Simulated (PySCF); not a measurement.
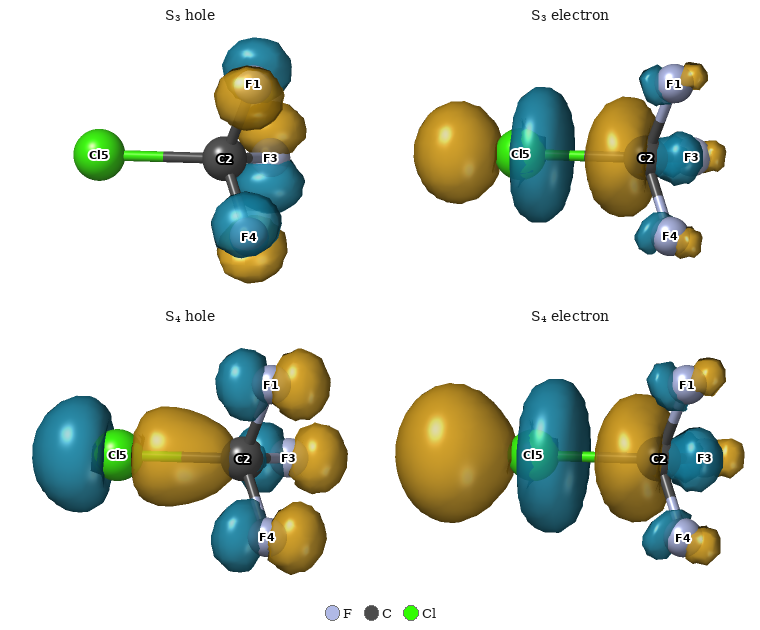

Figure 1: CClF3, SMILES `FC(F)(F)Cl`. Leading natural transition orbitals (full linear response singlet states).

Level of theory: CAM-B3LYP/6-311G** (PySCF), at a geometry from GFN2-xTB. No frequency check shows the geometry to be a minimum. GFN2-xTB bond lengths at metals and heavier atoms can be off by up to 0.1 Å and shapes distorted, which carries into these values. Without diffuse functions Rydberg states are missing, so the states' numbers hold for this basis only.

The calculation's input:

```python
import numpy as np
from pyscf import gto, scf, dft, tdscf
from pyscf.scf import atom_ks, atom_hf
from scipy.linalg import block_diag

def solve(mol, dm0=None, hcore=None):
    mf = (dft.UKS if mol.spin else dft.RKS)(mol, xc='camb3lyp')
    mf.grids.level = 3
    mf = mf.density_fit(auxbasis='def2-universal-jkfit')
    mf.conv_tol, mf.max_cycle = 1e-8, 80
    if hcore is not None:
        mf.get_hcore = lambda *args: hcore
    mf.kernel(dm0)
    if not mf.converged:
        mf = mf.newton().run(mf.mo_coeff, mf.mo_occ, max_cycle=30)
    assert mf.converged, 'SCF not converged'
    return mf

mol = gto.M(atom='''
F      0.81888    -0.64703     1.05430
C      0.35098     0.00000     0.00004
F      0.81850     1.23668     0.03299
F      0.81808    -0.58965    -1.08770
Cl    -1.42382     0.00000     0.00020
''', basis='6-311g**', charge=0, spin=0, verbose=4)
mf = solve(mol)
td = mf.TDDFT()
td.nstates, td.singlet, td.conv_tol = 6, True, 1e-5
td.kernel()
td.analyze()
x, y = np.array([p[0] for p in td.xy]), np.array([p[1] + 0 * p[0] for p in td.xy])
f, mu = td.oscillator_strength(), td.transition_dipole()
nto = [td.get_nto(state=i + 1, verbose=4) for i in range(len(td.e))]
# spherically averaged free atoms, for the promolecule
atm = atom_ks.get_atm_nrks(mol, xc='camb3lyp')
pro = block_diag(*[(atm[a[0]][2] * atm[a[0]][3]) @ atm[a[0]][2].T for a in mol._atom])
np.savez('result.npz', e=td.e, f=f, ok=td.converged, w=[n[0] for n in nto], nto=[n[1] for n in nto], x=x, y=y, c=mf.mo_coeff, occ=mf.mo_occ, eps=mf.mo_energy, pro=pro, mu=mu)
```

Command:

```sh
OMP_NUM_THREADS=1 python input.py
```

The run took 2.9 min on 1 thread of Intel(R) Xeon(R) Platinum 8259CL CPU @ 2.50GHz (Skylake/Cascade Lake) (shared host), peak memory 0.59 GiB.

Question: Describe these excited states.

Answer: By state:
- S₃: 10.96 eV (113 nm), f = 0.000 (dark); the leading pair carries 100 %; hole on F1, F3 and F4 (32 % each), electron on Cl5 (55 %) and C2 (33 %); their centroids lie 1.7 Å apart; S₄ lies within 0.1 eV of it.
- S₄: 11.04 eV (112 nm), f = 0.272 (bright); the leading pair carries 83 %; hole on Cl5 (48 %), F1, F3 and F4 (14 % each) and C2 (10 %), electron on Cl5 (52 %), C2 (32 %) and F1, F3 and F4 (5 % each) (shares are of the whole state, not of the leading pair alone); their centroids lie 0.5 Å apart; S₃ lies within 0.1 eV of it.
